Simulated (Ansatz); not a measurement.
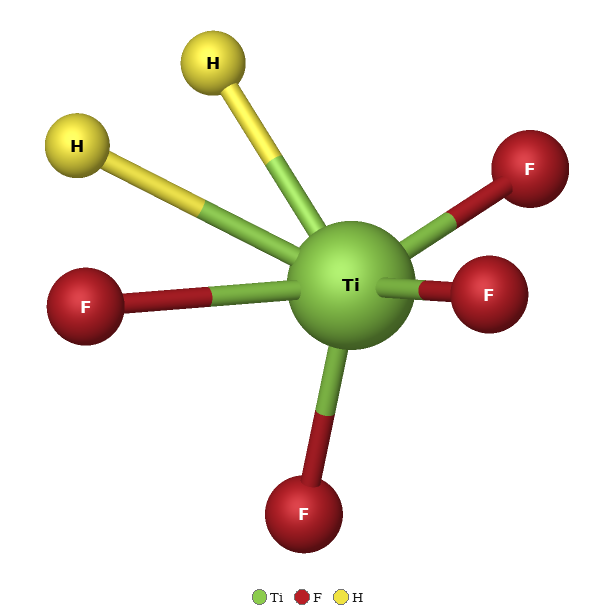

Charge 0, singlet. Harmonic vibrations computed with RKS PBE0-D4/def2-SVP (Ansatz 0.2.0) at a stationary point of the same level.

Question: Is this a minimum or a saddle point?

Answer: A first-order saddle point: one imaginary frequency, 1451i cm⁻¹.

Question: List the wavenumbers.

Answer: 15 modes: 1451i, 170, 194, 238, 242, 270, 435, 547, 778, 802, 848, 1082, 1278, 1500, 1873 cm⁻¹.
